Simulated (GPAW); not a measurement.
# An In chain with one Ag atom in line: transmission at several levels

How well does an In chain with one Ag atom in line conduct at low bias, and how far do basis and functional move the answer?

Main program and level: GPAW 26.7.0; GPAW LCAO, PAW setups; Landauer transmission from Green's functions with principal layers (ASE), zero bias.

### Step 1. The structure

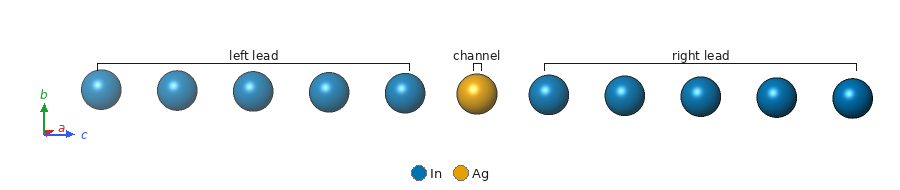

Start, viewed from the side, with the c axis across the page; indium blue, silver orange.

The cell holds 11 atoms: 10 In and 1 Ag. Its edges and angles: a = 9.000 Å, b = 9.000 Å, c = 32.133 Å, α = 90.0°, β = 90.0°, γ = 90.0°. Regions: left lead, 5 atoms (5 In); channel, 1 atom (1 Ag); right lead, 5 atoms (5 In). Vacuum lies along a and b. The structure is stacked along c, and the current runs across the ab planes.

### Step 2. GPAW, dzp

The script solves lead and junction separately, takes H and S in the orbital basis, and joins semi-infinite leads through their self-energies; the dzp basis is the working standard.

Contents of run.py:

```python
import json
import numpy as np
from ase import Atoms
from ase.transport.calculators import TransportCalculator
from gpaw import GPAW, FermiDirac
from gpaw.lcao.tools import get_lcao_hamiltonian
from scipy.linalg import eigh

# The junction with lead layers at both ends, along the third cell vector
device = Atoms(
    ['In', 'In', 'In', 'In', 'In', 'Ag', 'In', 'In', 'In', 'In', 'In'],
    positions=[
        [4.50000, 4.50000, 1.47500],
        [4.50000, 4.50000, 4.42500],
        [4.50000, 4.50000, 7.37500],
        [4.50000, 4.50000, 10.32500],
        [4.50000, 4.50000, 13.27500],
        [4.50000, 4.50000, 16.06650],
        [4.50000, 4.50000, 18.85800],
        [4.50000, 4.50000, 21.80800],
        [4.50000, 4.50000, 24.75800],
        [4.50000, 4.50000, 27.70800],
        [4.50000, 4.50000, 30.65800]],
    cell=[[9.0, 0.0, 0.0], [0.0, 9.0, 0.0], [0.0, 0.0, 32.133]],
    pbc=True)

# One principal layer of the lead: the first 3 atoms of the device
lead = Atoms(
    ['In', 'In', 'In'],
    positions=[
        [4.50000, 4.50000, 1.47500],
        [4.50000, 4.50000, 4.42500],
        [4.50000, 4.50000, 7.37500]],
    cell=[[9.0, 0.0, 0.0], [0.0, 9.0, 0.0], [0.0, 0.0, 8.85]],
    pbc=True)

settings = dict(mode='lcao', basis='dzp', xc='PBE', h=0.2,
                occupations=FermiDirac(0.1), maxiter=250,
                mixer=dict(beta=0.1, nmaxold=8, weight=100.0),
                convergence=dict(density=0.0001))
energies = np.arange(-2, 2 + 1e-9, 0.05)
eta = 0.0001
n1, n2 = 1, 1
# k and -k transmit alike, so half of the mesh across the current serves
mesh = [(i, j) for i in range(n1) for j in range(n2) if (i, j) <= (-i % n1, -j % n2)]
weights = np.array([1 if (i, j) == (-i % n1, -j % n2) else 2 for i, j in mesh]) / (n1 * n2)

# [... helper functions left out ...]
fermi_lead = ground_state(lead, (1, 1, 13), 'lead.txt')
fermi_device = ground_state(device, (1, 1, 3), 'device.txt')
# [... loop over the mesh left out, but for ...]
        # Shift the lead onto the potential of the device's first layer
        shift = ((H[:, 0, 0] - H0[:, 0, 0]) / S0[0, 0]).real.mean()
# [...]
kT = 8.617333e-5 * 300
bias = [0.1, 0.2, 0.5, 1.0, 1.5, 2.0]
# [... integrals and printing left out ...]
```

Command:

```
$ OMP_NUM_THREADS=1 OPENBLAS_NUM_THREADS=1 python run.py
```

The log of the run:

```text
basis functions: device 257, principal layer 69
Fermi level: lead -2.2014 eV, device -2.1850 eV; lead shifted by -0.0093 eV
largest coupling past the next layer 1.88e-06 eV, largest misfit of the first layer 0.053 eV
  E-E_F (eV)   T (one spin)  [channel counts left out]
    -2.000    8.2309e-03
    -1.950    1.3473e-08
    -1.900    3.3259e-09
    -1.850    1.8782e-09
    -1.800    1.4730e-09
    -1.750    1.4215e-09
    -1.700    1.6146e-09
    -1.650    2.1271e-09
    -1.600    3.2636e-09
    -1.550    5.9689e-09
    -1.500    1.3736e-08
    -1.450    4.5058e-08
    -1.400    3.0656e-07
    -1.350    9.9630e-04
    -1.300    4.9463e-06
    -1.250    6.4619e-01
[...]
1.650    1.7544e+00
     1.700    1.7569e+00
     1.750    1.7592e+00
     1.800    1.7612e+00
     1.850    1.7766e+00
     1.900    1.7664e+00
     1.950    1.7681e+00
     2.000    1.7698e+00
conductance at 300 K: 1.5376 G0 a cell; thermopower -7.962 uV/K
current from the zero-bias T(E) at 0.1 V: 11.82 uA
current from the zero-bias T(E) at 0.2 V: 23.123 uA
current from the zero-bias T(E) at 0.5 V: 52.818 uA
current from the zero-bias T(E) at 1.0 V: 98.683 uA
current from the zero-bias T(E) at 1.5 V: 144.73 uA
current from the zero-bias T(E) at 2.0 V: 193.1 uA
```

It took 44 s on 1 thread of Arm Neoverse V2, shared host; peak memory 1.1 GiB.

Numbers from this step:

* conductance: 1.538 G₀
* largest coupling past the next principal layer: 1.88e-6 eV
* largest misfit of the first principal layer: 0.05285 eV
* shift that aligns the lead: -0.009307 eV
* basis functions of the junction: 257
* basis functions of a principal layer: 69
* transmission at the Fermi level (one spin): 1.578

One spin. The transmission, zone mean by energy, zero at the Fermi level:

```
energy (eV)  transmission, zone mean
     -2.000                  0.00823
     -1.500                   1.4e-8
     -1.000                    0.965
     -0.500                    0.875
      0.000                     1.58
      0.500                     1.47
      1.000                     1.62
      1.500                     1.74
      2.000                     1.77
```

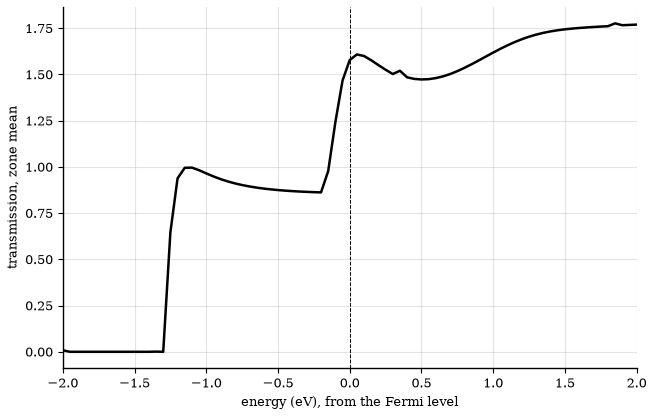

Transmission, zone mean against energy.

Not self-consistent under bias; the bias window is split evenly. The current through one cell, from the zero-bias transmission by bias:

```
bias (V)  current through one cell, from the zero-bias transmission (μA)
   0.100                                                            11.8
   0.200                                                            23.1
   0.500                                                            52.8
   1.000                                                            98.7
   1.500                                                             145
   2.000                                                             193
```

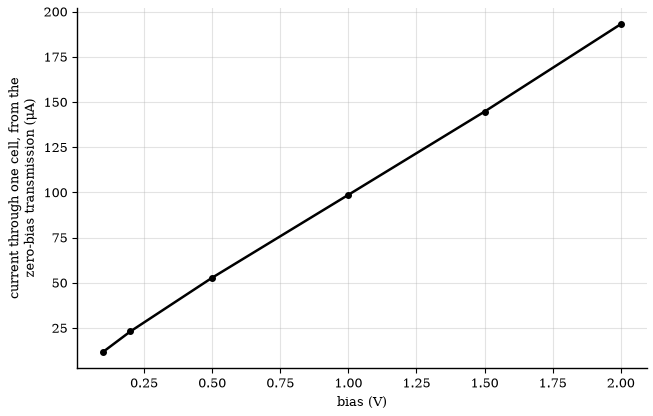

Current through one cell, from the zero-bias transmission against bias.

Table of transmission of the three most open eigenchannels by energy, zero at the Fermi level:

```
energy (eV)  channel 1  channel 2 = channel 3
    -2.0000    0.00823                      0
    -1.7500     1.4e-9                      0
    -1.5000     1.4e-8                      0
    -1.2500      0.646                      0
    -1.0000      0.965                      0
    -0.7500      0.902                      0
    -0.5000      0.875                      0
    -0.2500      0.864                1.8e-11
     0.0000      0.859                  0.360
     0.2500      0.857                  0.334
     0.5000      0.858                  0.308
     0.7500      0.860                  0.329
     1.0000      0.865                  0.377
     1.2500      0.871                  0.417
     1.5000      0.879                  0.433
     1.7500      0.887                  0.436
     2.0000      0.896                  0.437
```

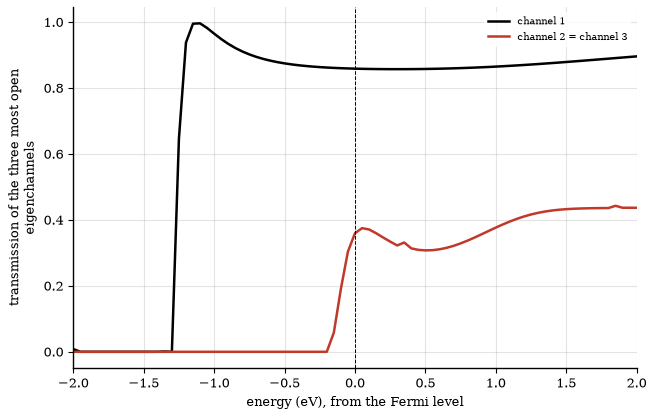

Transmission of the three most open eigenchannels against energy.

Couplings past the next layer reach 1.9e-6 eV, small enough to drop; the matrix elements of the cell's first layer differ from the bulk lead's by up to 0.053 eV. That layer keeps its own values in the calculation, and only beyond it is the lead taken as perfect. The Fermi levels of lead and junction count from different zeros of potential, one for each periodic cell; with both set to zero, the small remaining shift is what aligns them. By hand: G = 1.538 × 77.48 μS = 119 μS, a resistance of 8.39 kΩ; at 0.1 V a linear junction would pass 11.9 μA, and the integral over the bias window gives 11.8 μA.

### Step 3. GPAW, szp: basis = "szp(dzp)"

The second zeta is dropped, the polarisation orbitals stay.

run.py, as its differences from that of step 2:

```diff
@@ -36,3 +36,3 @@
 
-settings = dict(mode='lcao', basis='dzp', xc='PBE', h=0.2,
+settings = dict(mode='lcao', basis='szp(dzp)', xc='PBE', h=0.2,
                 occupations=FermiDirac(0.1), maxiter=250,
```

The log of the run:

```text
basis functions: device 155, principal layer 42
Fermi level: lead -2.3506 eV, device -2.3207 eV; lead shifted by -0.0082 eV
largest coupling past the next layer 1.86e-06 eV, largest misfit of the first layer 0.055 eV
  E-E_F (eV)   T (one spin)  [channel counts left out]
    -2.000    1.0392e-09
    -1.950    6.4155e-10
    -1.900    5.0159e-10
    -1.850    4.5904e-10
    -1.800    4.7496e-10
    -1.750    5.4676e-10
    -1.700    6.9647e-10
    -1.650    9.8407e-10
    -1.600    1.5587e-09
    -1.550    2.8287e-09
    -1.500    6.1279e-09
    -1.450    1.7208e-08
    -1.400    7.6610e-08
    -1.350    1.2414e-06
    -1.300    4.6142e-06
    -1.250    6.4252e-06
[...]
1.650    1.6778e+00
     1.700    1.6801e+00
     1.750    1.6820e+00
     1.800    1.6833e+00
     1.850    1.6910e+00
     1.900    1.6865e+00
     1.950    1.6871e+00
     2.000    1.6874e+00
conductance at 300 K: 1.4832 G0 a cell; thermopower -8.063 uV/K
current from the zero-bias T(E) at 0.1 V: 11.402 uA
current from the zero-bias T(E) at 0.2 V: 22.31 uA
current from the zero-bias T(E) at 0.5 V: 51.137 uA
current from the zero-bias T(E) at 1.0 V: 95.855 uA
current from the zero-bias T(E) at 1.5 V: 141 uA
current from the zero-bias T(E) at 2.0 V: 188.56 uA
```

Run time: 36 s. Hardware: 1 thread; peak memory 1.1 GiB.

This step gave:

| Item | Value |
| --- | --- |
| conductance | 1.483 G₀ |
| largest coupling past the next principal layer | 1.86e-6 eV |
| largest misfit of the first principal layer | 0.05498 eV |
| shift that aligns the lead | -0.008150 eV |
| basis functions of the junction | 155 |
| basis functions of a principal layer | 42 |
| transmission at the Fermi level (one spin) | 1.523 |

One spin. The transmission, zone mean by energy, zero at the Fermi level:

```
energy (eV)  transmission, zone mean
    -2.0000                   1.0e-9
    -1.7500                  5.5e-10
    -1.5000                   6.1e-9
    -1.2500                   6.4e-6
    -1.0500                    0.999
    -1.0000                    0.990
    -0.7500                    0.923
    -0.5000                    0.885
    -0.2500                    0.865
     0.0000                     1.52
     0.0500                     1.55
     0.2500                     1.47
     0.5000                     1.41
     0.7500                     1.46
     1.0000                     1.55
     1.2500                     1.63
     1.5000                     1.67
     1.7500                     1.68
     2.0000                     1.69
```

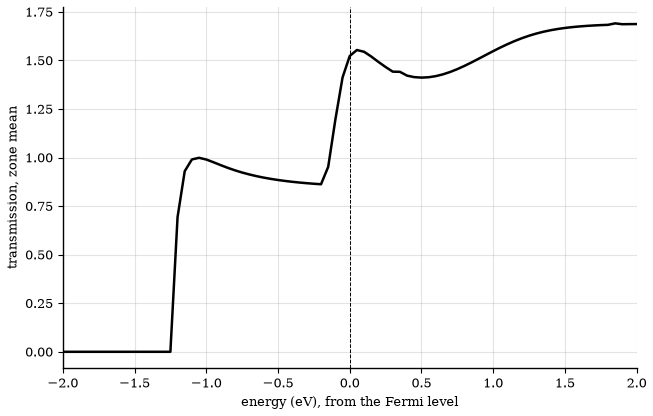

Transmission, zone mean, plotted against energy.

Not self-consistent under bias; the bias window is split evenly. Current through one cell, from the zero-bias transmission against bias:

```
bias (V)  current through one cell, from the zero-bias transmission (μA)
   0.100                                                            11.4
   0.200                                                            22.3
   0.500                                                            51.1
   1.000                                                            95.9
   1.500                                                             141
   2.000                                                             189
```

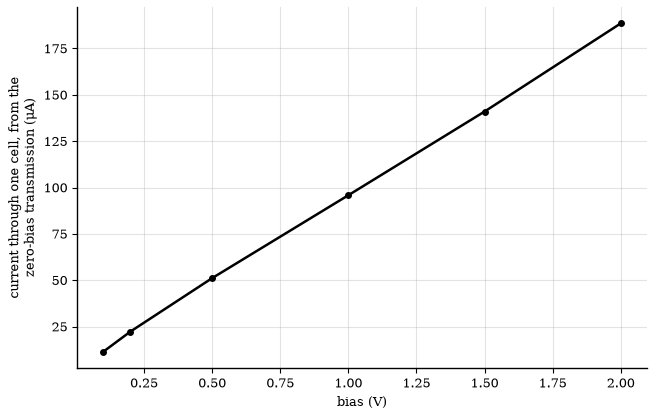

Current through one cell, from the zero-bias transmission against bias.

Table of transmission of the three most open eigenchannels by energy, zero at the Fermi level:

```
energy (eV)  channel 1  channel 2 = channel 3
     -1.400     7.7e-8                      0
     -1.200      0.693                      0
     -1.000      0.990                      0
     -0.800      0.934                      0
     -0.600      0.897                      0
     -0.400      0.875                      0
     -0.200      0.863                 1.7e-9
      0.000      0.855                  0.334
      0.200      0.852                  0.320
      0.400      0.851                  0.286
      0.600      0.852                  0.284
      0.800      0.854                  0.309
      1.000      0.859                  0.345
      1.200      0.864                  0.375
      1.400      0.871                  0.392
      1.600      0.878                  0.398
      1.800      0.885                  0.399
      2.000      0.893                  0.397
```

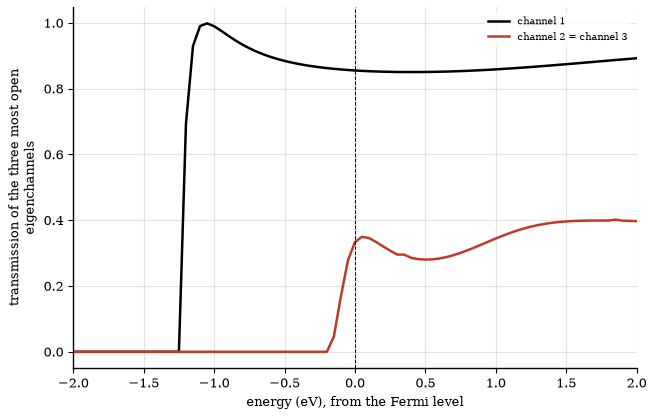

Transmission of the three most open eigenchannels, plotted against energy.

The conductance, 1.48 G₀, lies 3.5 % below that of the dzp run.

### Step 4. Minimal basis

The minimal basis is the cheapest rung: no second zeta and no polarisation.

run.py, as its differences from that of step 3:

```diff
@@ -36,3 +36,3 @@
 
-settings = dict(mode='lcao', basis='szp(dzp)', xc='PBE', h=0.2,
+settings = dict(mode='lcao', basis='sz(dzp)', xc='PBE', h=0.2,
                 occupations=FermiDirac(0.1), maxiter=250,
```

The log of the run:

```text
basis functions: device 102, principal layer 27
Fermi level: lead -2.2681 eV, device -2.2503 eV; lead shifted by -0.0139 eV
largest coupling past the next layer 1.93e-06 eV, largest misfit of the first layer 0.052 eV
  E-E_F (eV)   T (one spin)  [channel counts left out]
    -2.000    4.3935e-02
    -1.950    3.4438e-02
    -1.900    1.8838e-02
[...]
1.950    1.7136e+00
     2.000    1.7114e+00
conductance at 300 K: 1.5796 G0 a cell; thermopower -6.522 uV/K
current from the zero-bias T(E) at 0.1 V: 12.146 uA
current from the zero-bias T(E) at 0.2 V: 23.765 uA
current from the zero-bias T(E) at 0.5 V: 53.899 uA
current from the zero-bias T(E) at 1.0 V: 99.609 uA
current from the zero-bias T(E) at 1.5 V: 145.54 uA
current from the zero-bias T(E) at 2.0 V: 193.72 uA
```

Wall time 23 s (1 thread); peak memory 1 GiB.

Numbers from this step:

* conductance: 1.580 G₀
* largest coupling past the next principal layer: 1.93e-6 eV
* largest misfit of the first principal layer: 0.05170 eV
* shift that aligns the lead: -0.01392 eV
* basis functions of the junction: 102
* basis functions of a principal layer: 27
* transmission at the Fermi level (one spin): 1.619

The conductance, 1.58 G₀, lies 2.7 % above that of the dzp run.

### Step 5. RPBE in the dzp basis: xc = "RPBE"

Back in the dzp basis, the functional changes from PBE to RPBE, to set the spread between functionals beside that between bases.

run.py, as its differences from that of step 4:

```diff
@@ -36,3 +36,3 @@
 
-settings = dict(mode='lcao', basis='sz(dzp)', xc='PBE', h=0.2,
+settings = dict(mode='lcao', basis='dzp', xc='RPBE', h=0.2,
                 occupations=FermiDirac(0.1), maxiter=250,
```

The log of the run:

```text
basis functions: device 257, principal layer 69
Fermi level: lead -2.0811 eV, device -2.0631 eV; lead shifted by -0.0102 eV
largest coupling past the next layer 1.88e-06 eV, largest misfit of the first layer 0.053 eV
  E-E_F (eV)   T (one spin)  [channel counts left out]
    -2.000    2.0745e-02
    -1.950    2.2952e-03
    -1.900    8.3425e-09
[...]
1.950    1.7946e+00
     2.000    1.7972e+00
conductance at 300 K: 1.5425 G0 a cell; thermopower -7.738 uV/K
current from the zero-bias T(E) at 0.1 V: 11.854 uA
current from the zero-bias T(E) at 0.2 V: 23.167 uA
current from the zero-bias T(E) at 0.5 V: 52.709 uA
current from the zero-bias T(E) at 1.0 V: 98.227 uA
current from the zero-bias T(E) at 1.5 V: 144 uA
current from the zero-bias T(E) at 2.0 V: 192.18 uA
```

Run time: 46 s. Hardware: 1 thread; peak memory 1.1 GiB.

Numbers from this step:

```
conductance                                    : 1.542 G₀
largest coupling past the next principal layer : 1.88e-6 eV
largest misfit of the first principal layer    : 0.05297 eV
shift that aligns the lead                     : -0.01020 eV
basis functions of the junction                : 257
basis functions of a principal layer           : 69
transmission at the Fermi level (one spin)     : 1.584
```

One spin. Table of transmission, zone mean by energy, zero at the Fermi level:

```
energy (eV)  transmission, zone mean
    -2.0000                   0.0207
    -1.7500                   1.9e-9
    -1.5000                   1.6e-8
    -1.2500                    0.784
    -1.1500                    0.999
    -1.0000                    0.947
    -0.7500                    0.883
    -0.5000                    0.857
    -0.2500                    0.848
     0.0000                     1.58
     0.2500                     1.52
     0.5000                     1.48
     0.7500                     1.52
     1.0000                     1.63
     1.2500                     1.72
     1.5000                     1.76
     1.7500                     1.78
     2.0000                     1.80
```

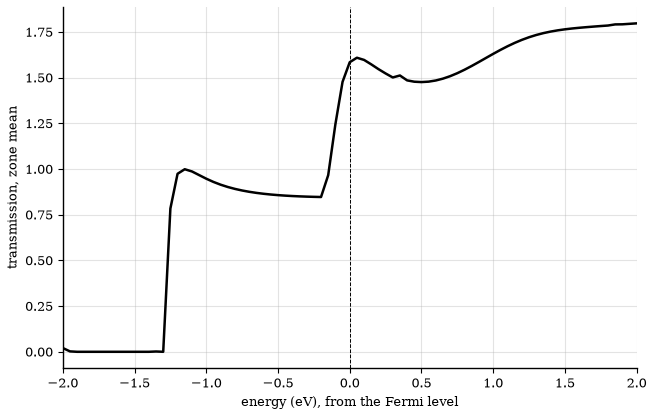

Transmission, zone mean, plotted against energy.

The conductance, 1.54 G₀, lies 0.3 % above that of the dzp run.

### Step 6. The ladder

Times are for 1 thread of Arm Neoverse V2, shared host. The runs compared:

```
no.       run  conductance (G₀)  time  memory (GiB)
  1       dzp             1.538  44 s           1.1
  2       szp             1.483  36 s           1.1
  3        sz             1.580  23 s             1
  4  dzp RPBE             1.542  46 s           1.1
```

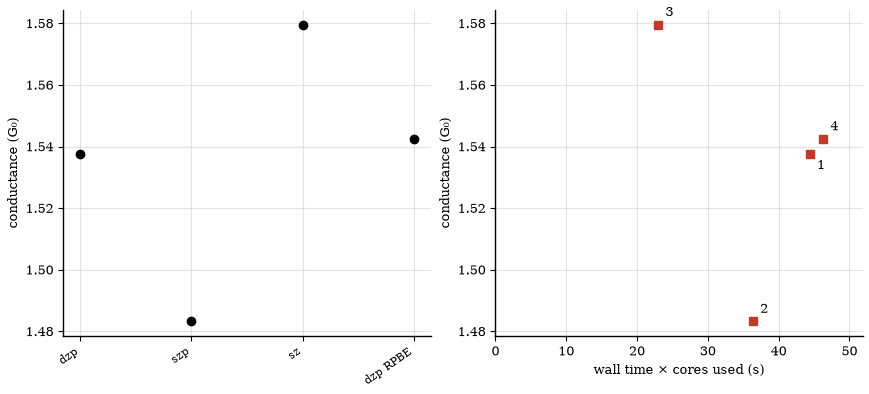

The series as plots; the last panel sets the first result against cost, with the runs numbered as in the table.

### Step 7. Comparison

The curves are compared point by point over the common energies.

This step: comparison of transmission and cost over codes and levels (GPAW 26.7.0).

Ladder, by row:

```
    step  code  T at the Fermi level (sum over the listed spins)  conductance (G0)  r.m.s. T(E) from the first  wall time (s)  peak memory (GiB)  threads
     dzp  GPAW                                             1.578             1.538                           0          44.44               1.11        1
     szp  GPAW                                             1.523             1.483                     0.09266          36.42               1.09        1
      sz  GPAW                                             1.619              1.58                     0.06059          23.02                  1        1
dzp-RPBE  GPAW                                             1.584             1.542                     0.02093          46.31               1.11        1
```

The transmission, zone mean, sum over the listed spins by energy, zero at the Fermi level:

```
energy (eV)      dzp      szp      sz  dzp-RPBE
    -2.0000  0.00823   1.0e-9  0.0439    0.0207
    -1.7500   1.4e-9  5.5e-10  4.3e-9    1.9e-9
    -1.5000   1.4e-8   6.1e-9  1.2e-8    1.6e-8
    -1.2500    0.646   6.4e-6   0.146     0.784
    -1.0000    0.965    0.990   0.956     0.947
    -0.7500    0.902    0.923   0.883     0.883
    -0.5000    0.875    0.885   0.854     0.857
    -0.2500    0.864    0.865   0.845     0.848
     0.0000     1.58     1.52    1.62      1.58
     0.2500     1.53     1.47    1.54      1.52
     0.5000     1.47     1.41    1.49      1.48
     0.7500     1.52     1.46    1.53      1.52
     1.0000     1.62     1.55    1.62      1.63
     1.2500     1.70     1.63    1.70      1.72
     1.5000     1.74     1.67    1.73      1.76
     1.7500     1.76     1.68    1.73      1.78
     2.0000     1.77     1.69    1.71      1.80
```

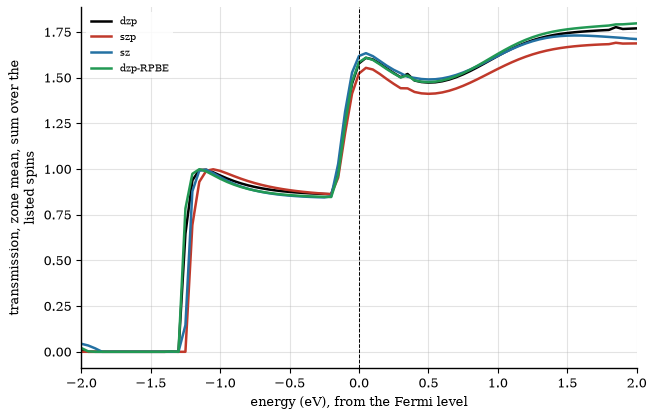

Transmission, zone mean, sum over the listed spins, plotted against energy.

(Part 1 of 2 ends here.)

[Logs are printed without paths, hosts, clocks, repeated set-up lines and the standing remarks that a program may print on its own settings, such as how far it seeks lower states.]

[Hosts, paths, dates, database ids (printed as entryN), source tags and the programs' standing remarks are cut or masked in the printed files.]
